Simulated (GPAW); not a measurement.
Consider CsMgF3 (Pm-3m).

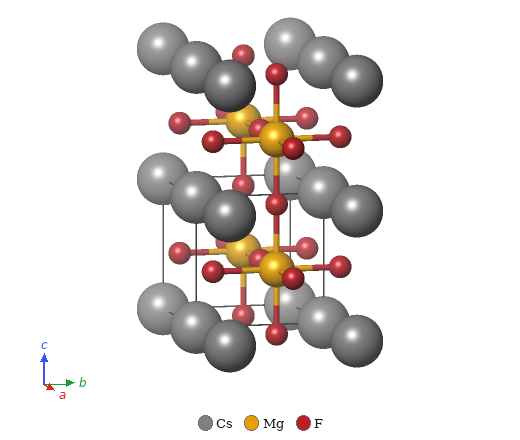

The structure (caesium grey, magnesium orange, fluorine red). 2×1×2 cells are drawn. Some periodic images of atoms are drawn too.

```cif
data_structure
_symmetry_space_group_name_H-M 'P 1'
_symmetry_Int_Tables_number 1
_cell_length_a 4.2523
_cell_length_b 4.2523
_cell_length_c 4.2523
_cell_angle_alpha 90.000
_cell_angle_beta 90.000
_cell_angle_gamma 90.000
_cell_volume 76.89
loop_
_atom_site_label
_atom_site_type_symbol
_atom_site_fract_x
_atom_site_fract_y
_atom_site_fract_z
_atom_site_occupancy
Cs1 Cs 0.00000 0.00000 0.00000 1
Mg2 Mg 0.50000 0.50000 0.50000 1
F3 F 0.50000 0.50000 0.00000 1
F4 F 0.50000 0.00000 0.50000 1
F5 F 0.00000 0.50000 0.50000 1
```

Absorber: atom 2, with 6 F at 2.13 Å (octahedral, site symmetry m-3m). Method: GPAW, LDA, full core hole (charged cell), 20-atom cell with 7.4 Å between holes, 4×4×4 k points, dipole transitions, Gaussian full width 0.9 eV up to 4 eV, rising linearly to 3.5 eV at 25 eV.

Question: Where do the maxima of the Mg K edge fall?

Main maxima up to 24 eV above the zero (height): 3.7 eV (4.26), 7.2 eV (1.78) and 15.4 eV (0.80). A K edge sees empty p states on the absorber. The total-energy difference plus the lowest empty eigenvalue puts the zero at 1309.96 eV. One term is added: -12.89 eV, since the hole is spin-paired here and a spin-polarised one costs that much less in the free atom (computed apart). The photon energy is then 1297.07 eV. The tabulated edge of the element is 1303 eV. The functional and the charged cell's background leave an error in such absolute values: in the free atom LDA prices this hole 6.5 eV below PBE (computed apart), and PBE is itself good to a few eV.

The Mg K spectrum (energy from the lowest empty level; intensity scaled to a mean of 1 over the first 20 eV):

```csv
E (eV),intensity
-2.0,0.00
-0.5,0.00
1.0,0.00
2.5,0.33
4.0,3.91
5.5,1.26
7.0,1.77
8.5,1.55
10.0,0.92
11.5,0.59
13.0,0.32
14.5,0.67
16.0,0.76
17.5,0.57
19.0,0.53
20.5,0.37
22.0,0.28
23.5,0.40
25.0,0.55
26.5,0.52
28.0,0.38
29.5,0.28
31.0,0.27
```

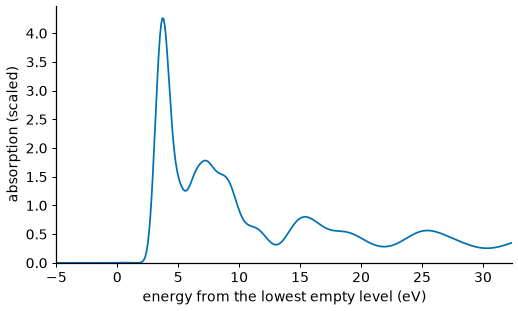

The Mg K edge.

The mesh is coarse (0.26 Å⁻¹ between points), so small maxima may be mesh ripples. The structure is a computed Materials Project entry and may be a hypothetical form.

[Banner, clock and machine lines of the logs are left out without a mark of their own.]

[Logs are printed without paths, hosts, clocks, repeated set-up lines and the standing remarks that a program may print on its own settings, such as how far it seeks lower states.]

[Hosts, paths, dates, database ids (printed as entryN), source tags and the programs' standing remarks are cut or masked in the printed files.]

[Lists of maxima count a maximum above −3 eV only where it reaches 4 % of the highest in the window and stands out from its surroundings by 2 % of it (1.5 % where it reaches 55 %); shoulders and weaker maxima are passed over, and of the rest the first, up to two pre-edge ones and the few strongest are named.]
